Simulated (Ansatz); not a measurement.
System: CH₃GeN (SMILES C=[N+]=[GeH-]).

```xyz
6

C     1.1301   -0.3243    2.0113
Ge    0.7407   -2.2752    4.2849
N     0.9535   -1.2061    2.8726
H     0.2986    0.2686    1.6110
H     2.1237   -0.1065    1.6012
H     0.4773   -3.5342    3.3401
```

Geometry: PBE0-D4/def2-TZVP.

Computed with Ansatz, isolated molecule in a Gaussian basis; Kohn-Sham density functional theory, functional PBE0.

**What can the converged electron density and electron localisation function tell about the bonding?**

C–N (1.25 Å): ρ is about 3 e/Å³ halfway; the ELF peaks at about 0.90 between the atoms (a multiple bond).
Ge–N (1.78 Å): ρ at the midpoint is about 0.97 e/Å³; the ELF peaks at about 0.85 in the valence shell of N, 0.6 Å from its nucleus, and is about 0.35 at the midpoint.
Ge–H (1.60 Å): the density is about 0.93 e/Å³ at the midpoint; the ELF climbs to about 1 towards the hydrogen.

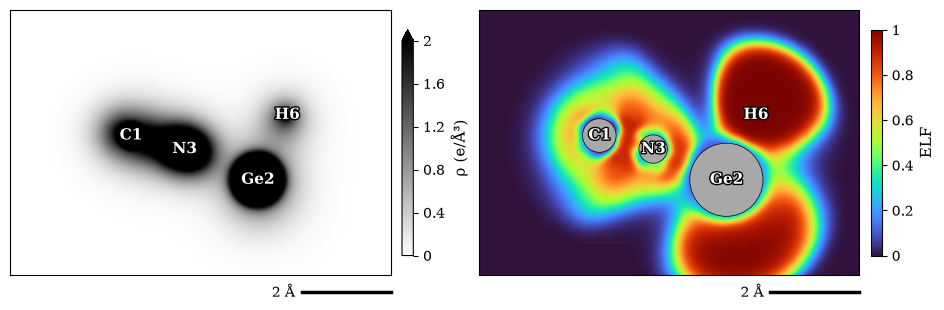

Computed electron density and electron localisation function on the plane of atoms C1, N3 and Ge2, in this order. Grey discs cover the atomic cores in the ELF map. 
